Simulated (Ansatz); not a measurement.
| atom | x (Å) | y (Å) | z (Å) |
| --- | --- | --- | --- |
| Cl | -0.7679 | 1.9714 | -1.3554 |
| Cl | 0.4711 | 1.9322 | 1.6398 |
| Nb | -0.0224 | 0.2537 | 0.0458 |
| O | 1.7606 | -0.3133 | 0.2327 |
| O | -1.2473 | -0.5721 | 1.1798 |
| O | -0.2784 | -0.9183 | -1.3753 |
| H | 2.3517 | 0.1005 | 0.8747 |
| H | -1.7896 | -1.3573 | 1.0440 |
| H | -0.3892 | -1.1430 | -2.3031 |

Geometry: PBE0-D4/def2-SVP; core potentials replace the inner electrons of Nb.

Computed with isolated molecule in a Gaussian basis; Kohn-Sham density functional theory, functional PBE0 (Ansatz 0.2.0).

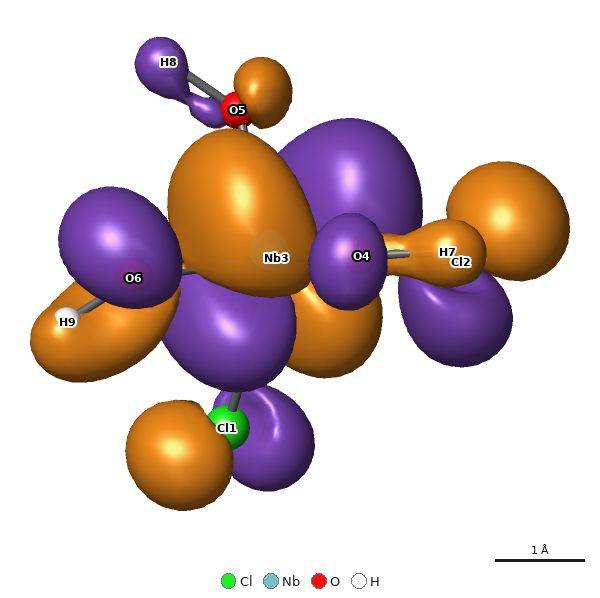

Cl₂H₃NbO₃ (SMILES [OH][Nb]([OH])([OH])([Cl])[Cl]). The LUMO at ±0.08 Å⁻³ᐟ² (orange and purple are the two phases), seen at a tilt.

### Where does this orbital lie, and at what energy?

By Hirshfeld shares it lies mainly on Nb3 (about 65 %), O6 (about 10 %), Cl2 (about 10 %) and Cl1 (about 5 %). Its energy is −3.04 eV.
